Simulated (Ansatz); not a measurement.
# C2H10FNSi2: two geometries relaxed

Are the two ends of the inversion of the pyramid at N4 separate minima, and which lies lower? Each is relaxed from a guess. SMILES of the start: C[SiH2]C(N)(F)[SiH3].

All numbers below are computed with Ansatz 0.2.0 (RKS LDA/def2-SVP).

## 1. The starting structure

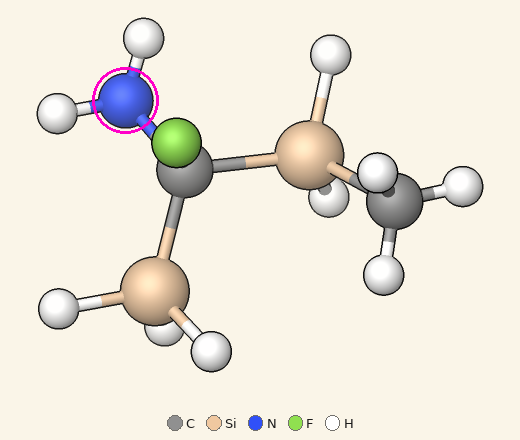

Start, viewed from a chosen angle; carbon grey, silicon light orange, nitrogen blue, fluorine green, hydrogen white. Ringed: N4.

Coordinates:

```xyz
16

C     0.8357   -2.1308    0.5925
Si    0.7228   -0.7151   -0.6658
C     0.0246    0.8854    0.0116
N     0.4705    2.0536   -0.8121
F     0.6361    1.1151    1.2172
Si   -1.7752    0.6670    0.2396
H     1.3001   -2.9685    0.1623
H    -0.1765   -2.3642    0.8979
H     1.3569   -1.7687    1.5102
H     2.1260   -0.4847   -1.1118
H    -0.0341   -1.1737   -1.8453
H     1.4339    2.1319   -0.8115
H     0.0434    2.9082   -0.3264
H    -2.5048    0.3775   -1.0231
H    -2.3965    1.8689    0.8080
H    -2.0859   -0.4246    1.2010
```

## 2. End point A

Contents of input.yaml:

```yaml
crystal:
  periodic: [false, false, false]
  atoms:
    - { symbol: C, position_ang: [0.8357, -2.1308, 0.5925] }
    - { symbol: Si, position_ang: [0.7228, -0.7151, -0.6658] }
    - { symbol: C, position_ang: [0.0246, 0.8854, 0.0116] }
    - { symbol: "N", position_ang: [0.4705, 2.0536, -0.8121] }
    - { symbol: F, position_ang: [0.6361, 1.1151, 1.2172] }
    - { symbol: Si, position_ang: [-1.7752, 0.667, 0.2396] }
    - { symbol: H, position_ang: [1.3001, -2.9685, 0.1623] }
    - { symbol: H, position_ang: [-0.1765, -2.3642, 0.8979] }
    - { symbol: H, position_ang: [1.3569, -1.7687, 1.5102] }
    - { symbol: H, position_ang: [2.126, -0.4847, -1.1118] }
    - { symbol: H, position_ang: [-0.0341, -1.1737, -1.8453] }
    - { symbol: H, position_ang: [1.4339, 2.1319, -0.8115] }
    - { symbol: H, position_ang: [0.0434, 2.9082, -0.3264] }
    - { symbol: H, position_ang: [-2.5048, 0.3775, -1.0231] }
    - { symbol: H, position_ang: [-2.3965, 1.8689, 0.808] }
    - { symbol: H, position_ang: [-2.0859, -0.4246, 1.201] }
basis:
  gaussian: { orbitals: def2-SVP }
hamiltonian:
  xc: lda
relax:
  f_tol: 0.015
  max_steps: 40
```

The run is started by

```
$ ansatz run input.yaml --threads 2 --pin off --max-ram 3072MiB --backend cpu --events-out ev --progress --plain --runs-dir out
```

The log of the run, shortened:

```text
Warning: RAYON_NUM_THREADS=2 ignored (pool sized by the plan → 2); use --threads N
[...]
Functional definition: SPW92
[...]
1608 factors; their error is unknown
[...]
mean field -22074.31043951 eV, -811.2159461472 hartree, gradient 1.5e-5 eV, S^2 0.000000; 0 other end points of the search recorded, 0 dependent functions left out
[...]
reference -22074.31047907 eV, -811.2159476009 hartree; 33, 33 occupied and 109, 109 virtual orbitals, 1608 factors
relax step   1: F+E_penalty+E_count = -22074.31043951 eV  Δ(F+E_penalty+E_count) = +0.000e0 eV  max|allowed force component| = 5.666e0 eV/Å  Δτ_max = 0.0000 Å  (30 SCF iters, accepted)
[...]
relax step   7: F+E_penalty+E_count = -22075.12439442 eV  Δ(F+E_penalty+E_count) = -8.717e-4 eV  max|allowed force component| = 2.937e-2 eV/Å  Δτ_max = 0.0216 Å  (31 SCF iters, accepted)
[...]
relax step   8: F+E_penalty+E_count = -22075.12455528 eV  Δ(F+E_penalty+E_count) = -1.609e-4 eV  max|allowed force component| = 1.121e-2 eV/Å  Δτ_max = 0.0107 Å  (32 SCF iters, accepted)
1608 factors; their error is unknown
mean field -22075.12455528 eV, -811.2458643495 hartree, gradient 2.0e-5 eV, S^2 0.000000; 1 other end points of the search recorded, 0 dependent functions left out
[...]
reference -22075.12459533 eV, -811.2458658215 hartree; 33, 33 occupied and 109, 109 virtual orbitals, 1608 factors
Total energy: -22075.12459533 eV, -811.2458658215 hartree
Atom 0 at     0.809503    -2.084781     0.571515 Å, force    -0.005142     0.003978     0.001439 eV/Å
Atom 1 at     0.826891    -0.740638    -0.716407 Å, force     0.007999    -0.008174    -0.004915 eV/Å
Atom 2 at     0.058647     0.829363     0.029112 Å, force     0.001827     0.011209     0.000008 eV/Å
Atom 3 at     0.365297     1.944497    -0.737330 Å, force    -0.001153    -0.000784    -0.004024 eV/Å
Atom 4 at     0.607374     0.877341     1.366262 Å, force     0.000611    -0.003958     0.001786 eV/Å
Atom 5 at    -1.812911     0.706656     0.301895 Å, force    -0.002065    -0.000926     0.002302 eV/Å
Atom 6 at     1.415842    -2.966174     0.277376 Å, force     0.000206     0.003308    -0.002659 eV/Å
Atom 7 at    -0.229689    -2.423353     0.770923 Å, force    -0.000974    -0.002857    -0.001181 eV/Å
Atom 8 at     1.215503    -1.656107     1.512357 Å, force    -0.000655     0.002401     0.001152 eV/Å
Atom 9 at     2.239476    -0.345438    -1.089527 Å, force    -0.002733     0.001470     0.002604 eV/Å
Atom 10 at     0.089144    -1.130463    -1.972590 Å, force     0.000088     0.001562     0.001115 eV/Å
Atom 11 at     1.352412     2.043279    -1.009960 Å, force    -0.001563    -0.002214     0.001781 eV/Å
Atom 12 at    -0.029272     2.838164    -0.415080 Å, force     0.002026    -0.002855    -0.000109 eV/Å
Atom 13 at    -2.532343     0.431632    -0.991727 Å, force    -0.000627    -0.001933    -0.000203 eV/Å
Atom 14 at    -2.267260     2.034928     0.856686 Å, force     0.000846    -0.000521     0.000284 eV/Å
Atom 15 at    -2.131614    -0.381605     1.290792 Å, force     0.001310     0.000296     0.000620 eV/Å
Dipole moment:     0.076676     0.103334    -0.115139 e Å
```

Wall time 11 s (2 threads of Intel Xeon 6975P-C (Granite Rapids), shared host); peak memory 0.2 GiB.

Relaxation path:

```
step  energy from step 1 (eV)  largest force component (eV/Å)
   1                   0.0000                          5.6664
   2                  -0.6618                          1.5160
   3                  -0.7667                          0.7997
   4                  -0.7952                          0.4782
   5                  -0.8083                          0.2769
   6                  -0.8131                          0.1487
   7                  -0.8140                          0.0294
   8                  -0.8141                          0.0112
```

Step 1 is the start.

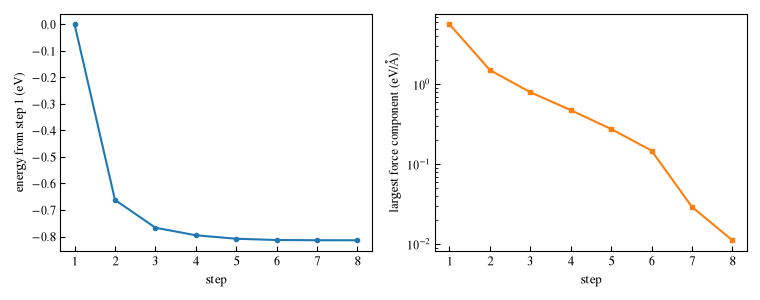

How energy and force went from step to step.

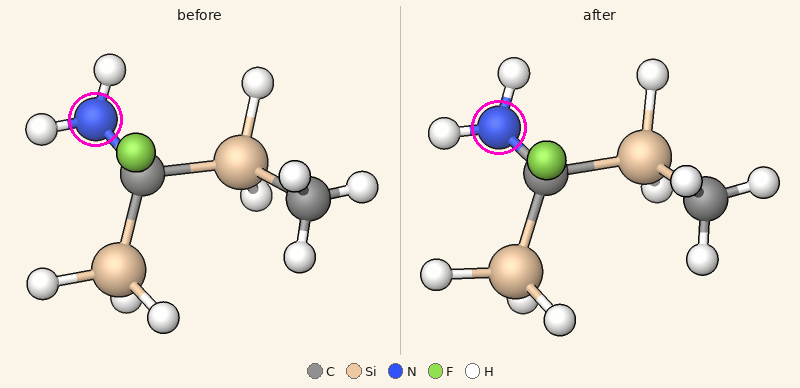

The structure before (left) and after (right), drawn at the same scale.

After: Bond lengths (14 of 15 bonds, heavy atoms first): C1–Si2 1.862 Å, Si2–C3 1.900 Å, C3–N4 1.387 Å, C3–F5 1.446 Å, C3–Si6 1.895 Å, C1–H7 1.110 Å, C1–H8 1.111 Å, C1–H9 1.111 Å, Si2–H10 1.514 Å, Si2–H11 1.508 Å, N4–H12 1.029 Å, N4–H13 1.029 Å, Si6–H14 1.506 Å, Si6–H15 1.509 Å. Angles (14 of 27 angles, heavy atoms first): C1–Si2–C3 108.7°, Si2–C3–N4 111.0°, Si2–C3–F5 103.7°, Si2–C3–Si6 113.7°, N4–C3–F5 113.6°, N4–C3–Si6 110.5°, F5–C3–Si6 104.1°, C1–Si2–H10 111.6°, C1–Si2–H11 112.6°, C3–Si2–H10 105.0°, C3–Si2–H11 110.0°, Si2–C1–H7 112.6°, Si2–C1–H8 110.7°, Si2–C1–H9 107.7°.

## 3. End point B

The second end starts from a geometry with the move made by hand.

input.yaml: that of step 2 with these lines changed.

```diff
@@ -14,4 +14,4 @@
     - { symbol: H, position_ang: [-0.0341, -1.1737, -1.8453] }
-    - { symbol: H, position_ang: [1.4339, 2.1319, -0.8115] }
-    - { symbol: H, position_ang: [0.0434, 2.9082, -0.3264] }
+    - { symbol: H, position_ang: [1.17314, 1.79884, -1.42501] }
+    - { symbol: H, position_ang: [-0.39916, 2.34293, -1.36765] }
     - { symbol: H, position_ang: [-2.5048, 0.3775, -1.0231] }
```

The run is started by

```
$ ansatz run input.yaml --threads 2 --pin off --max-ram 3072MiB --backend cpu --events-out ev --progress --plain --runs-dir out
```

The log of the run:

```text
Warning: RAYON_NUM_THREADS=2 ignored (pool sized by the plan → 2); use --threads N
The last accepted step is kept in <dir> (removed where the run ends without a failure and the disk answers)
Engine: ansatz 0.2.0, x86_64-unknown-linux-gnu
Functional definition: SPW92
  exchange = slater_x
  correlation = pw_c
1608 factors; their error is unknown
mean field evaluation 1: about -22061.0632 eV, gradient 7.5e1 eV
mean field evaluation 2: about -22032.9812 eV, gradient 1.2e2 eV
mean field evaluation 4: about -22073.9771 eV, gradient 1.2e1 eV
mean field evaluation 8: about -22074.2994 eV, gradient 2.9e-1 eV
mean field evaluation 16: about -22074.1876 eV, gradient 7.0e-4 eV
mean field -22074.18758681 eV, -811.2114313935 hartree, gradient 1.4e-5 eV, S^2 0.000000; 0 other end points of the search recorded, 0 dependent functions left out
the calculation of the forces begins
reference -22074.18762583 eV, -811.2114328274 hartree; 33, 33 occupied and 109, 109 virtual orbitals, 1608 factors
relax step   1: F+E_penalty+E_count = -22074.18758681 eV  Δ(F+E_penalty+E_count) = +0.000e0 eV  max|allowed force component| = 5.291e0 eV/Å  Δτ_max = 0.0000 Å  (30 SCF iters, accepted)
these checks for a lower state are left out or cut short: starts, cluster_reference, orbital_swaps, neighbouring_geometries, increment
1608 factors; their error is unknown
mean field -22074.74561654 eV, -811.2319386078 hartree, gradient 7.4e-6 eV, S^2 0.000000; 0 other end points of the search recorded, 0 dependent functions left out
the calculation of the forces begins
reference -22074.74565557 eV, -811.2319400421 hartree; 33, 33 occupied and 109, 109 virtual orbitals, 1608 factors
relax step   2: F+E_penalty+E_count = -22074.74561654 eV  Δ(F+E_penalty+E_count) = -5.580e-1 eV  max|allowed force component| = 1.464e0 eV/Å  Δτ_max = 0.1143 Å  (30 SCF iters, accepted)
these checks for a lower state are left out or cut short: starts, cluster_reference, orbital_swaps, neighbouring_geometries, increment
1608 factors; their error is unknown
mean field evaluation 32: about -22074.8648 eV, gradient 1.7e-3 eV
mean field -22074.86475308 eV, -811.2363167948 hartree, gradient 2.1e-5 eV, S^2 0.000000; 0 other end points of the search recorded, 0 dependent functions left out
the calculation of the forces begins
reference -22074.86479219 eV, -811.2363182324 hartree; 33, 33 occupied and 109, 109 virtual orbitals, 1608 factors
relax step   3: F+E_penalty+E_count = -22074.86475308 eV  Δ(F+E_penalty+E_count) = -1.191e-1 eV  max|allowed force component| = 6.394e-1 eV/Å  Δτ_max = 0.0788 Å  (29 SCF iters, accepted)
these checks for a lower state are left out or cut short: starts, cluster_reference, orbital_swaps, neighbouring_geometries, increment
1608 factors; their error is unknown
mean field -22074.93221703 eV, -811.2387960493 hartree, gradient 9.6e-6 eV, S^2 0.000000; 0 other end points of the search recorded, 0 dependent functions left out
the calculation of the forces begins
reference -22074.93225659 eV, -811.2387975031 hartree; 33, 33 occupied and 109, 109 virtual orbitals, 1608 factors
relax step   4: F+E_penalty+E_count = -22074.93221703 eV  Δ(F+E_penalty+E_count) = -6.746e-2 eV  max|allowed force component| = 8.805e-1 eV/Å  Δτ_max = 0.2000 Å  (29 SCF iters, accepted)
these checks for a lower state are left out or cut short: starts, cluster_reference, orbital_swaps, neighbouring_geometries, increment
1608 factors; their error is unknown
mean field -22075.00242680 eV, -811.2413762109 hartree, gradient 8.3e-6 eV, S^2 0.000000; 0 other end points of the search recorded, 0 dependent functions left out
the calculation of the forces begins
reference -22075.00246682 eV, -811.2413776816 hartree; 33, 33 occupied and 109, 109 virtual orbitals, 1608 factors
relax step   5: F+E_penalty+E_count = -22075.00242680 eV  Δ(F+E_penalty+E_count) = -7.021e-2 eV  max|allowed force component| = 4.335e-1 eV/Å  Δτ_max = 0.1592 Å  (29 SCF iters, accepted)
these checks for a lower state are left out or cut short: starts, cluster_reference, orbital_swaps, neighbouring_geometries, increment
1608 factors; their error is unknown
mean field -22075.06686263 eV, -811.2437441839 hartree, gradient 8.6e-6 eV, S^2 0.000000; 0 other end points of the search recorded, 0 dependent functions left out
the calculation of the forces begins
reference -22075.06690296 eV, -811.2437456660 hartree; 33, 33 occupied and 109, 109 virtual orbitals, 1608 factors
relax step   6: F+E_penalty+E_count = -22075.06686263 eV  Δ(F+E_penalty+E_count) = -6.444e-2 eV  max|allowed force component| = 3.404e-1 eV/Å  Δτ_max = 0.2000 Å  (29 SCF iters, accepted)
these checks for a lower state are left out or cut short: starts, cluster_reference, orbital_swaps, neighbouring_geometries, increment
1608 factors; their error is unknown
mean field -22075.11315276 eV, -811.2454453148 hartree, gradient 9.9e-6 eV, S^2 0.000000; 0 other end points of the search recorded, 0 dependent functions left out
the calculation of the forces begins
reference -22075.11319277 eV, -811.2454467853 hartree; 33, 33 occupied and 109, 109 virtual orbitals, 1608 factors
relax step   7: F+E_penalty+E_count = -22075.11315276 eV  Δ(F+E_penalty+E_count) = -4.629e-2 eV  max|allowed force component| = 5.032e-1 eV/Å  Δτ_max = 0.1711 Å  (29 SCF iters, accepted)
these checks for a lower state are left out or cut short: starts, cluster_reference, orbital_swaps, neighbouring_geometries, increment
1608 factors; their error is unknown
mean field evaluation 64: about -22075.2361 eV, gradient 2.5e-2 eV
mean field -22075.11845695 eV, -811.2456402403 hartree, gradient 1.8e-5 eV, S^2 0.000000; 0 other end points of the search recorded, 0 dependent functions left out
the calculation of the forces begins
reference -22075.11849693 eV, -811.2456417096 hartree; 33, 33 occupied and 109, 109 virtual orbitals, 1608 factors
relax step   8: F+E_penalty+E_count = -22075.11845695 eV  Δ(F+E_penalty+E_count) = -5.304e-3 eV  max|allowed force component| = 2.264e-1 eV/Å  Δτ_max = 0.0400 Å  (31 SCF iters, accepted)
these checks for a lower state are left out or cut short: starts, cluster_reference, orbital_swaps, neighbouring_geometries, increment
1608 factors; their error is unknown
mean field -22075.12033985 eV, -811.2457094355 hartree, gradient 1.8e-5 eV, S^2 0.000000; 0 other end points of the search recorded, 0 dependent functions left out
the calculation of the forces begins
reference -22075.12037986 eV, -811.2457109058 hartree; 33, 33 occupied and 109, 109 virtual orbitals, 1608 factors
relax step   9: F+E_penalty+E_count = -22075.12033985 eV  Δ(F+E_penalty+E_count) = -1.883e-3 eV  max|allowed force component| = 1.753e-1 eV/Å  Δτ_max = 0.0920 Å  (30 SCF iters, accepted)
these checks for a lower state are left out or cut short: starts, cluster_reference, orbital_swaps, neighbouring_geometries, increment
1608 factors; their error is unknown
mean field -22075.12294295 eV, -811.2458050977 hartree, gradient 1.7e-5 eV, S^2 0.000000; 0 other end points of the search recorded, 0 dependent functions left out
the calculation of the forces begins
reference -22075.12298291 eV, -811.2458065661 hartree; 33, 33 occupied and 109, 109 virtual orbitals, 1608 factors
relax step  10: F+E_penalty+E_count = -22075.12294295 eV  Δ(F+E_penalty+E_count) = -2.603e-3 eV  max|allowed force component| = 1.521e-1 eV/Å  Δτ_max = 0.0529 Å  (31 SCF iters, accepted)
these checks for a lower state are left out or cut short: starts, cluster_reference, orbital_swaps, neighbouring_geometries, increment
1608 factors; their error is unknown
mean field -22075.12446767 eV, -811.2458611300 hartree, gradient 1.7e-5 eV, S^2 0.000000; 0 other end points of the search recorded, 0 dependent functions left out
the calculation of the forces begins
reference -22075.12450764 eV, -811.2458625991 hartree; 33, 33 occupied and 109, 109 virtual orbitals, 1608 factors
relax step  11: F+E_penalty+E_count = -22075.12446767 eV  Δ(F+E_penalty+E_count) = -1.525e-3 eV  max|allowed force component| = 5.360e-2 eV/Å  Δτ_max = 0.0223 Å  (32 SCF iters, accepted)
these checks for a lower state are left out or cut short: starts, cluster_reference, orbital_swaps, neighbouring_geometries, increment
1608 factors; their error is unknown
mean field evaluation 96: about -22075.1246 eV, gradient 2.3e-5 eV
mean field -22075.12459336 eV, -811.2458657493 hartree, gradient 2.3e-5 eV, S^2 0.000000; 0 other end points of the search recorded, 0 dependent functions left out
the calculation of the forces begins
reference -22075.12463334 eV, -811.2458672182 hartree; 33, 33 occupied and 109, 109 virtual orbitals, 1608 factors
relax step  12: F+E_penalty+E_count = -22075.12459336 eV  Δ(F+E_penalty+E_count) = -1.257e-4 eV  max|allowed force component| = 1.391e-2 eV/Å  Δτ_max = 0.0055 Å  (23 SCF iters, accepted)
1608 factors; their error is unknown
mean field -22075.12459336 eV, -811.2458657493 hartree, gradient 2.3e-5 eV, S^2 0.000000; 1 other end points of the search recorded, 0 dependent functions left out
the calculation of the forces begins
reference -22075.12463334 eV, -811.2458672182 hartree; 33, 33 occupied and 109, 109 virtual orbitals, 1608 factors
Total energy: -22075.12463334 eV, -811.2458672182 hartree
Atom 0 at     0.830818    -2.065239     0.614562 Å, force    -0.005057     0.000797     0.000256 eV/Å
Atom 1 at     0.764011    -0.845984    -0.790459 Å, force     0.003241    -0.000298     0.001002 eV/Å
Atom 2 at    -0.000783     0.772456    -0.151631 Å, force    -0.002904    -0.002656    -0.005756 eV/Å
Atom 3 at     0.249955     1.819278    -1.026762 Å, force     0.000568     0.013913    -0.002532 eV/Å
Atom 4 at     0.605983     0.946968     1.149480 Å, force    -0.000116     0.000314     0.001794 eV/Å
Atom 5 at    -1.855785     0.643452     0.216498 Å, force     0.002807    -0.002706     0.005983 eV/Å
Atom 6 at     1.461426    -2.948577     0.384435 Å, force    -0.001729     0.000599    -0.000390 eV/Å
Atom 7 at    -0.189053    -2.418893     0.877556 Å, force     0.002733    -0.001391    -0.000269 eV/Å
Atom 8 at     1.247467    -1.534465     1.497089 Å, force     0.000048    -0.001702    -0.000550 eV/Å
Atom 9 at     2.150161    -0.462721    -1.261655 Å, force    -0.000379     0.001237     0.000869 eV/Å
Atom 10 at    -0.021597    -1.358481    -1.971221 Å, force     0.001639     0.000541     0.000027 eV/Å
Atom 11 at     1.221689     1.908103    -1.353067 Å, force    -0.002613    -0.005751     0.003596 eV/Å
Atom 12 at    -0.145082     2.732604    -0.765585 Å, force    -0.000045    -0.007394    -0.001379 eV/Å
Atom 13 at    -2.625978     0.246831    -1.014911 Å, force    -0.000278     0.000999     0.000480 eV/Å
Atom 14 at    -2.311135     2.006460     0.678563 Å, force    -0.001432    -0.001909    -0.001276 eV/Å
Atom 15 at    -2.108417    -0.362823     1.306648 Å, force     0.003517     0.005408    -0.001855 eV/Å
Dipole moment:     0.069990     0.094817    -0.127832 e Å
```

Wall time 15 s (2 threads of Intel Xeon 6975P-C (Granite Rapids), shared host); peak memory 0.2 GiB.

The steps of the relaxation:

```
step  energy from step 1 (eV)  largest force component (eV/Å)
   1                   0.0000                          5.2907
   2                  -0.5580                          1.4640
   3                  -0.6772                          0.6394
   4                  -0.7446                          0.8805
   5                  -0.8148                          0.4335
   6                  -0.8793                          0.3404
   7                  -0.9256                          0.5032
   8                  -0.9309                          0.2264
   9                  -0.9328                          0.1753
  10                  -0.9354                          0.1521
  11                  -0.9369                          0.0536
  12                  -0.9370                          0.0139
```

Step 1 is the start.

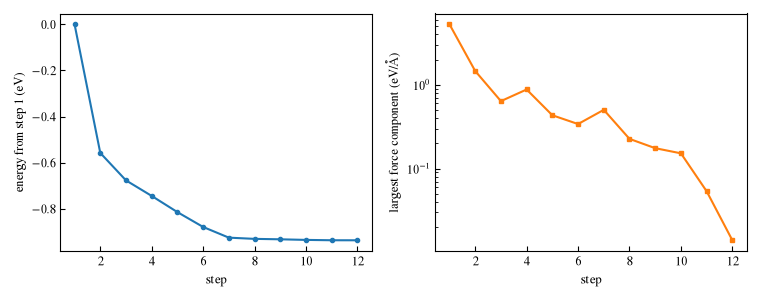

How energy and force went from step to step.

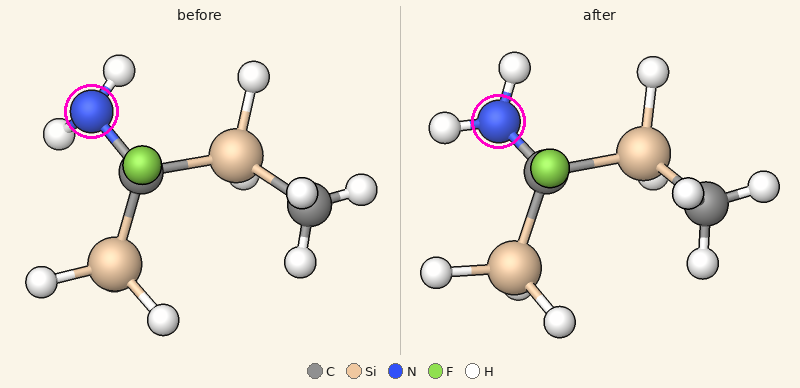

The structure before (left) and after (right), drawn at the same scale.

After: Bond lengths (14 of 15 bonds, heavy atoms first): C1–Si2 1.861 Å, Si2–C3 1.901 Å, C3–N4 1.387 Å, C3–F5 1.446 Å, C3–Si6 1.896 Å, C1–H7 1.109 Å, C1–H8 1.111 Å, C1–H9 1.111 Å, Si2–H10 1.513 Å, Si2–H11 1.508 Å, N4–H12 1.029 Å, N4–H13 1.029 Å, Si6–H14 1.506 Å, Si6–H15 1.510 Å. Angles (14 of 27 angles, heavy atoms first): C1–Si2–C3 108.6°, Si2–C3–N4 111.0°, Si2–C3–F5 103.7°, Si2–C3–Si6 113.6°, N4–C3–F5 113.6°, N4–C3–Si6 110.5°, F5–C3–Si6 104.1°, C1–Si2–H10 111.6°, C1–Si2–H11 112.8°, C3–Si2–H10 104.9°, C3–Si2–H11 110.1°, Si2–C1–H7 112.7°, Si2–C1–H8 110.7°, Si2–C1–H9 107.5°.

## 4. What came out

```
                           quantity                     value
                              end A   7 moves, 0.814 eV lower
                              end B  11 moves, 0.937 eV lower
largest difference between the ends                    0.03 Å
            end B relative to end A                 -0.000 eV
```

In words: The two relaxations end at one structure, within 0.03 Å: no second minimum was found from this start, which doesn't rule one out.
